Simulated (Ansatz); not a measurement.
A relaxed structure of BeTe. Method: r2SCAN (plane waves to 500 eV, PAW, scalar-relativistic; Ansatz, a quantum-chemistry and plane-wave program).

P6₃mc (No. 186), hP4, wurtzite type; a = b = 3.9856 Å, c = 6.5832 Å, α = β = 90.00°, γ = 120.00°.

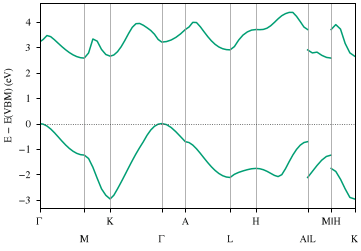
Fig. 1. Highest filled and lowest empty band along the path of this cell's Brillouin zone

Q: Read off the gap and say whether it is direct.

A: 2.58 eV, indirect (valence top at Γ, conduction bottom at M) (no spin-orbit coupling).

Q: How far does the top valence band disperse along this path?

A: About 3.0 eV.

No spin polarisation in the result. Spin-orbit coupling is missing; with elements this heavy it can move band edges by tenths of an eV or more.

The run could not lose the symmetry of its start.

The first start was generated by placing the elements on the sites of a structure type. Materials Project lists a structure of BeTe in the same space group, P6₃mc (No. 186); the sites were not compared with it, nor with measured phases.
